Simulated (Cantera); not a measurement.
Charge: 1 mol C6H6, 0.75 mol H2O, 22 mol H2, 0.023 mol NH3, held at 1050 Torr.

Method: chemical equilibrium by Gibbs-energy minimisation in Cantera with the NASA 1993 tables (ideal gas, pure condensed phases). Candidate condensed phases: C, C6H6, C7H8, C8H18, H2O; 136 gas species. Rates play no part.

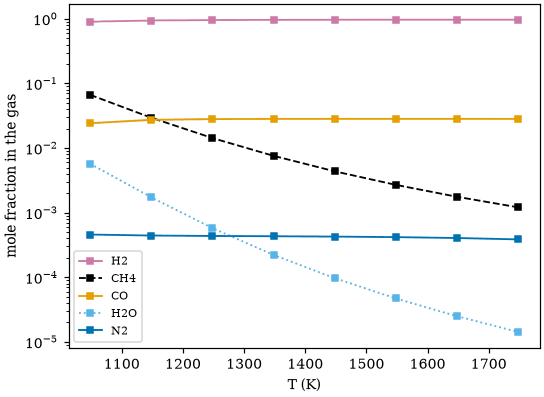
Equilibrium gas composition (values under 1e-9 drawn at 1e-9)

Q: Read off the mole fractions at 1348 K.

A: H2 about 0.96, CO about 0.028, CH4 about 0.0076, N2 about 0.00043, H2O about 0.00022.
